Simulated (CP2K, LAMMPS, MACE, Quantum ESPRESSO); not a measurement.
# Pressure against volume in glassy 67P2O5-20BaO-13Al2O3 (mol %) (86 atoms), MACE MPA-0 medium

Density of this cell: 2.81 g/cm³. The cell holds 86 atoms: 20 P, 3 Ba, 4 Al and 59 O. Cell: a = 10.711 Å, b = 10.711 Å, c = 10.711 Å, α = 90.0°, β = 90.0°, γ = 90.0°. 86 atoms (20 P, 3 Ba, 4 Al, 59 O) placed at random at 2.81 g/cm³, melted at 4000 K for 10 ps at fixed volume with the Morse and Coulomb pair potential with partial charges (Pedone, Malavasi, Menziani, Cormack and Segre, J. Phys. Chem. B 110, 11780 (2006)). Quenched from 4000 K to 300 K at 20 K/ps and fixed volume, held 10 ps at zero pressure, then minimised at fixed cell. Then the atoms were relaxed with MACE MPA-0 medium in the fixed cell. Then the atoms were relaxed with CP2K double zeta, PBE.

Calculated with MACE MPA-0 medium: MACE MPA-0 medium, trained on PBE(+U) plane-wave data, no dispersion term. The unchanged cell has V0 = 14.290 Å³ an atom and P0 = -1.011 GPa. It is scaled evenly, and CP2K double zeta, PBE relaxes the atoms at each volume before the single point.

```
volume (Å³/atom)  pressure (GPa)
          13.433          0.7604
          13.862               ?
          14.719          -1.539
          15.148          -2.275
```

Task: Fit a second-order expansion in ln V to the rows given and interpolate to the withheld row.

Worked fit:

To second order in u = ln(V/V0), P = P0 − B u + ½ B B′ u², with B the bulk modulus at V0 and B′ its pressure derivative. So v = (P − P0)/u is a line in u, with intercept −B and slope ½ B B′.

```
         u   v (GPa)
-0.0618754  -28.6301
 0.0295588  -17.8728
 0.0582689  -21.6942
```

With n = 3: mean u = 0.00865077, mean v = -22.7324, Σ(u − ū)² = 0.0078730, Σ(u − ū)(v − v̄) = 0.56906. Slope b = 0.56906 / 0.0078730 = 72.279; intercept a = v̄ − b ū = -23.358.

So B = 23.4 GPa and B′ = 2b/B = 6.2. At the withheld volume u = -0.03046, v = a + b u = -25.56 GPa, and P = P0 + u v.

Prediction at 13.862: -0.2326 GPa. The run gave -0.0204 GPa, so the fit is low by 0.21 GPa (7.0 % of the range of the table).

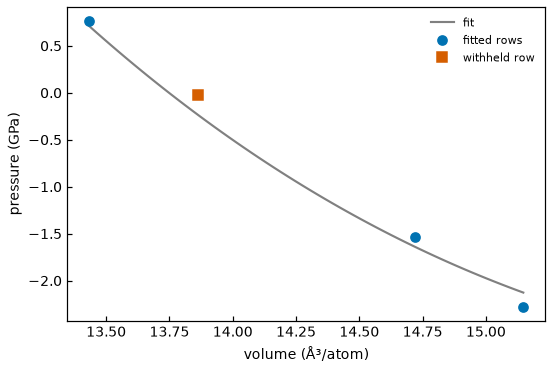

The fit, the rows that it rests on and the withheld row.

B′ = 6.2 rests on three points, and the miss at the fourth puts it in doubt. Among the rows given, the largest miss of the fit is at 15.148, by 0.15 GPa (4.9 % of the range of the table).

Limits: Static cells at zero temperature, with the cell shape held. Some relaxations stopped short of their force threshold. The atoms follow CP2K double zeta, PBE, not this level's own minimum.

[Logs are printed without paths, hosts, clocks, repeated set-up lines and the standing remarks that a program may print on its own settings, such as how far it seeks lower states.]

[Hosts, paths, dates, database ids (printed as entryN), source tags and the programs' standing remarks are cut or masked in the printed files.]
